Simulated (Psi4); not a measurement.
Single-point calculation of InPH6

InPH6, computed with MN15/def2-TZVPD, RKS, core potentials def2 (Psi4 1.11).

The geometry comes from this level: PBE0-D4/def2-TZVP.

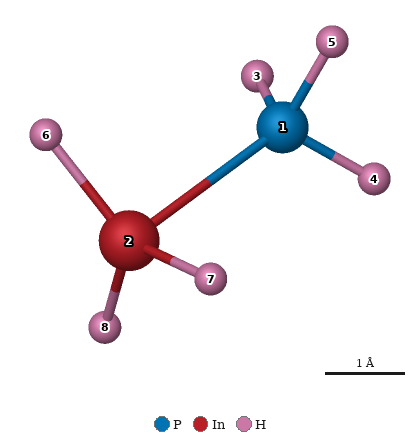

Fig. 1: The structure as given in the input (ball-and-stick view, seen at a tilt; atoms are numbered from 1 in the order of the input). Sticks mark near contacts.

The input (calc.in):
```
memory 1.6 GB

molecule mol {
  0 1
  P     -1.12117451     0.11829686    -1.93999284
  In     1.55335487    -0.18878364     2.57531876
  H     -3.77472793    -0.14588686    -1.93092215
  H     -0.60263366    -1.61703864    -3.89680424
  H     -0.99550772     2.34420526    -3.40301881
  H      0.04403062     2.34477218     3.99091260
  H      4.49017824     0.26588447     1.20734602
  H      0.58090181    -3.22916400     3.29152496
  units au
  symmetry c1
}

set puream true
set scf_type df
set dft_radial_points 99
set dft_spherical_points 590
set d_convergence 0.01
set e_convergence 0.01

energy('mn15/def2-TZVPD')
print_variables()
```

Run as:
```bash
psi4 -i calc.in -o calc.out -n 1
```

Output:
```
Psi4 1.11 release

   => Loading Basis Set <=

    Name: DEF2-TZVPD
    Role: ORBITAL
    Keyword: BASIS

    !!!  WARNING: ECP capability is in beta. Please check occupations closely.  !!!

         ---------------------------------------------------------
                                   SCF
                              RKS Reference
                        1 Threads,   1525 MiB Core
         ---------------------------------------------------------

  ==> Geometry <==

    Molecular point group: c1
    Full point group: C1

    Geometry (in Bohr), charge = 0, multiplicity = 1:

       Center              X                  Y                   Z               Mass
    ------------   -----------------  -----------------  -----------------  -----------------
         P           -2.065720292374     0.237207119891    -3.487329429407    30.973761998420
         IN           0.608809087626    -0.069873380109     1.027982170593   114.903878776000
         H           -4.719273712374    -0.026976600109    -3.478258739407     1.007825032230
         H           -1.547179442374    -1.498128380109    -5.444140829407     1.007825032230
         H           -1.940053502374     2.463115519891    -4.950355399407     1.007825032230
         H           -0.900515162374     2.463682439891     2.443576010593     1.007825032230
         H            3.545632457626     0.384794729891    -0.339990569407     1.007825032230
         H           -0.363643972374    -3.110253740109     1.744188370593     1.007825032230

  Running in c1 symmetry.

  Rotational constants: A =      1.24617  B =      0.07585  C =      0.07585 [cm^-1]
  Rotational constants: A =  37359.17715  B =   2273.98920  C =   2273.97835 [MHz]
  Nuclear repulsion =  114.498465990722977

  Charge       = 0
  Multiplicity = 1
  Electrons    = 42
  Nalpha       = 21
  Nbeta        = 21

  ==> Algorithm <==

  SCF Algorithm Type is DF.
  DIIS enabled.
  MOM disabled.
  Fractional occupation disabled.
  Guess Type is SAD.
  Energy threshold   = 1.00e-02
  Density threshold  = 1.00e-02
  Integral threshold = 1.00e-12

  ==> Primary Basis <==

  Basis Set: DEF2-TZVPD
    Blend: DEF2-TZVPD
    Number of shells: 63
    Number of basis functions: 153
    Number of Cartesian functions: 169
    Spherical Harmonics?: true
    Max angular momentum: 3

  Core potential: DEF2-TZVPD
    Number of shells: 4
    Number of ECP primitives: 18
    Number of ECP core electrons: 28
    Max angular momentum: 3

  ==> DFT Potential <==

   => LibXC <=

    Version 7.1.2

   => Composite Functional: MN15 <=

   MN15 Hybrid Meta-GGA Exchange-Correlation Functional

    Deriv               =              1
    GGA                 =           TRUE
    Meta                =           TRUE

    Exchange Hybrid     =           TRUE
    MP2 Hybrid          =          FALSE

   => Exchange Functionals <=

    1.0000   XC_HYB_MGGA_X_MN15

   => Exact (HF) Exchange <=

    0.4400               HF

   => Correlation Functionals <=

    1.0000   XC_MGGA_C_MN15

   => LibXC Density Thresholds  <==

    XC_MGGA_C_MN15:  1.00E-15
    XC_HYB_MGGA_X_MN15:  1.00E-15

   => Molecular Quadrature <=

    Radial Scheme          =       TREUTLER
    Pruning Scheme         =           NONE
    Nuclear Scheme         =       TREUTLER

    Blocking Scheme        =         OCTREE
    BS radius alpha        =              1
    Pruning alpha          =              1
    Radial Points          =             99
    Spherical Points       =            590
    Total Points           =         449277
    Total Blocks           =           3266
    Max Points             =            256
    Max Functions          =            151
    Weights Tolerance      =       1.00E-15

   => Loading Basis Set <=

    Name: (DEF2-TZVPD AUX)
    Role: JKFIT
    Keyword: DF_BASIS_SCF

  ==> Integral Setup <==

  DFHelper Memory: AOs need 0.085 GiB; user supplied 0.085 GiB.
  SCF_SUBTYPE=INCORE selected. In-core MEM_DF algorithm will be used.
  Using in-core AOs.

  ==> MemDFJK: Density-Fitted J/K Matrices <==

    J tasked:                   Yes
    K tasked:                   Yes
    wK tasked:                   No
    Memory [MiB]:                87
    Algorithm:                 Core
    Schwarz Cutoff:           1E-12
    Mask sparsity (%):       1.6489
    Fitting Condition:        1E-10

   => Auxiliary Basis Set <=

  Basis Set: (DEF2-TZVPD AUX)
    Blend: DEF2-UNIVERSAL-JKFIT
    Number of shells: 120
    Number of basis functions: 454
    Number of Cartesian functions: 584
    Spherical Harmonics?: true
    Max angular momentum: 5

  Cached 25.0% of DFT collocation blocks in 0.966 [GiB].

  Minimum eigenvalue in the overlap matrix is 4.4472954374E-04.
  Reciprocal condition number of the overlap matrix is 5.7163394767E-05.
    Using symmetric orthogonalization.

  ==> Pre-Iterations <==

  SCF Guess: Superposition of Atomic Densities via on-the-fly atomic UHF (no occupation information).

   -------------------------
    Irrep   Nso     Nmo
   -------------------------
     A        153     153
   -------------------------
    Total     153     153
   -------------------------

  ==> Iterations <==

                           Total Energy        Delta E     RMS |[F,P]|

   @DF-RKS iter SAD:  -533.43240979409256   -5.33432e+02   0.00000e+00
   @DF-RKS iter   1:  -534.31739841864487   -8.84989e-01   4.26302e-03 ADIIS/DIIS
   @DF-RKS iter   2:  -534.39358404931556   -7.61856e-02   4.17146e-03 ADIIS/DIIS
   @DF-RKS iter   3:  -534.52348627825950   -1.29902e-01   4.30109e-04 ADIIS/DIIS
   @DF-RKS iter   4:  -534.52460867840318   -1.12240e-03   8.61263e-05 DIIS
  Energy and wave function converged.

  ==> Post-Iterations <==

   Electrons on quadrature grid:
      Ntotal   =   42.0000000363 ; deviation = 3.626e-08

    Orbital Energies [Eh]
    ---------------------

    Doubly Occupied:

       1A    -76.142938     2A     -6.417764     3A     -4.774797
       4A     -4.774794     5A     -4.769464     6A     -4.508176
       7A     -2.993753     8A     -2.981878     9A     -2.981871
      10A     -0.789172    11A     -0.781089    12A     -0.781086
      13A     -0.777703    14A     -0.777696    15A     -0.723168
      16A     -0.470494    17A     -0.468406    18A     -0.468391
      19A     -0.344478    20A     -0.305105    21A     -0.305092

    Virtual:

      22A     -0.000465    23A      0.012366    24A      0.012401
      25A      0.028347    26A      0.049506    27A      0.063595
      28A      0.063609    29A      0.088465    30A      0.088488
      31A      0.089642    32A      0.105905    33A      0.105920
      34A      0.114058    35A      0.127903    36A      0.127984
      37A      0.138910    38A      0.176579    39A      0.176606
      40A      0.176696    41A      0.198651    42A      0.198744
      43A      0.212471    44A      0.240598    45A      0.240643
      46A      0.250387    47A      0.278336    48A      0.279008
      49A      0.279096    50A      0.292973    51A      0.301202
      52A      0.307501    53A      0.308057    54A      0.308198
      55A      0.310466    56A      0.310530    57A      0.364039
      58A      0.375498    59A      0.375587    60A      0.377455
      61A      0.407086    62A      0.407145    63A      0.410255
      64A      0.423077    65A      0.423199    66A      0.459142
      67A      0.459392    68A      0.482836    69A      0.482948
      70A      0.501466    71A      0.531289    72A      0.531416
      73A      0.554158    74A      0.578762    75A      0.579145
      76A      0.579196    77A      0.617554    78A      0.617598
      79A      0.711535    80A      0.731276    81A      0.759985
      82A      0.760145    83A      0.801027    84A      0.813696
      85A      0.813929    86A      0.834967    87A      0.835201
      88A      0.871526    89A      0.939696    90A      0.939792
      91A      0.998936    92A      1.050731    93A      1.126958
      94A      1.145652    95A      1.145718    96A      1.178887
      97A      1.194198    98A      1.194380    99A      1.272529
     100A      1.272637   101A      1.312666   102A      1.312771
     103A      1.321480   104A      1.330691   105A      1.331171
     106A      1.440561   107A      1.474471   108A      1.474644
     109A      1.656282   110A      1.696842   111A      1.696866
     112A      1.733647   113A      1.765330   114A      1.765373
     115A      1.824385   116A      1.824545   117A      1.826712
     118A      1.895656   119A      1.920296   120A      1.920456
     121A      1.924307   122A      2.037600   123A      2.113495
     124A      2.113536   125A      2.145614   126A      2.256382
     127A      2.256396   128A      2.273104   129A      2.273168
     130A      2.307784   131A      2.307937   132A      2.330213
     133A      2.379350   134A      2.457799   135A      2.505473
     136A      2.632346   137A      2.632549   138A      2.765149
     139A      2.805705   140A      2.805857   141A      2.823856
     142A      2.824147   143A      2.830657   144A      3.286412
     145A      7.116183   146A      7.116264   147A      7.190183
     148A     14.335095   149A     37.334901   150A     38.553084
     151A     38.720058   152A     38.720200   153A    125.035393

    Final Occupation by Irrep:
              A
    DOCC [    21 ]
    NA   [    21 ]
    NB   [    21 ]

  @DF-RKS Final Energy:  -534.52460867840318

   => Energetics <=

    Nuclear Repulsion Energy =            114.4984659907229769
    One-Electron Energy =               -1037.8881257684497541
    Two-Electron Energy =                 412.6386211757625233
    DFT Exchange-Correlation Energy =     -23.7735700764389044
    Empirical Dispersion Energy =           0.0000000000000000
    VV10 Nonlocal Energy =                  0.0000000000000000
    Total Energy =                       -534.5246086784031831

Computation Completed

Properties will be evaluated at   0.000000,   0.000000,   0.000000 [a0]

Properties computed using the SCF density matrix

 Multipole Moments:

 ------------------------------------------------------------------------------------
     Multipole            Electronic (a.u.)      Nuclear  (a.u.)        Total (a.u.)
 ------------------------------------------------------------------------------------

 L = 1.  Multiply by 2.5417464519 to convert [e a0] to [Debye]
 Dipole X            :         23.3992904          -24.1258469           -0.7265565
 Dipole Y            :         -2.6839190            2.7669998            0.0830808
 Dipole Z            :         39.5212948          -40.7472970           -1.2260022
 Magnitude           :                                                    1.4275392

 ------------------------------------------------------------------------------------

	total time  =         22 seconds =       0.37 minutes

  Variable Map:
  ----------------------------------------------------------------------------
  "CURRENT ENERGY"              =>    -534.524608678403
  "CURRENT REFERENCE ENERGY"    =>    -534.524608678403
  "DD SOLVATION ENERGY"         =>       0.000000000000
  "DFT FUNCTIONAL TOTAL ENERGY" =>    -534.524608678403
  "DFT TOTAL ENERGY"            =>    -534.524608678403
  "DFT VV10 ENERGY"             =>       0.000000000000
  "DFT XC ENERGY"               =>     -23.773570076439
  "GRID ELECTRONS ALPHA"        =>      21.000000018132
  "GRID ELECTRONS BETA"         =>      21.000000018132
  "GRID ELECTRONS TOTAL"        =>      42.000000036265
  "NUCLEAR REPULSION ENERGY"    =>     114.498465990723
  "ONE-ELECTRON ENERGY"         =>   -1037.888125768450
  "PCM POLARIZATION ENERGY"     =>       0.000000000000
  "PE ENERGY"                   =>       0.000000000000
  "SCF ITERATION ENERGY"        =>    -534.524608678403
  "SCF ITERATIONS"              =>       4.000000000000
  "SCF TOTAL ENERGY"            =>    -534.524608678403
  "TWO-ELECTRON ENERGY"         =>     412.638621175763
  "XC GRID RADIAL POINTS"       =>      99.000000000000
  "XC GRID SPHERICAL POINTS"    =>     590.000000000000
  "XC GRID TOTAL POINTS"        =>  449277.000000000000

  Array Variable Map:
  ----------------------------------------------------------------------------
  "CURRENT DIPOLE"              =>      -0.726556494625 ... -1.226002232269 1 by 3
  "SCF DIPOLE"                  =>      -0.726556494625 ... -1.226002232269 1 by 3
  "SCF TOTAL ENERGIES"          =>    -533.432409794093 ... -534.524608678403 1 by 5

    Psi4 run time: 0:00:22.00
```

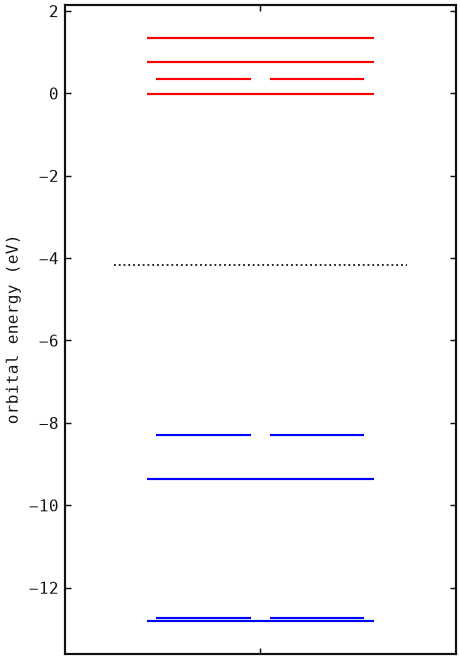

Fig. 2: Orbital energies near the frontier; the dotted line parts filled from empty levels, and levels within 0.02 eV of each other stand side by side. Highest filled −8.30 eV, lowest empty −0.01 eV, 8.29 eV apart.

Key numbers:

```csv
quantity,value
outcome,converged
total energy,−534.524609 hartree
basis functions,153
HOMO,−8.30 eV
LUMO,−0.01 eV
dipole moment,3.63 D
hardware,"1 thread of AMD EPYC (Zen 5), 16 GiB of memory available, shared host"
wall time,23 s
peak memory,1.3 GiB
```

These settings are looser than, or depart from, a standard set-up, so the numbers are not reference values for this system.
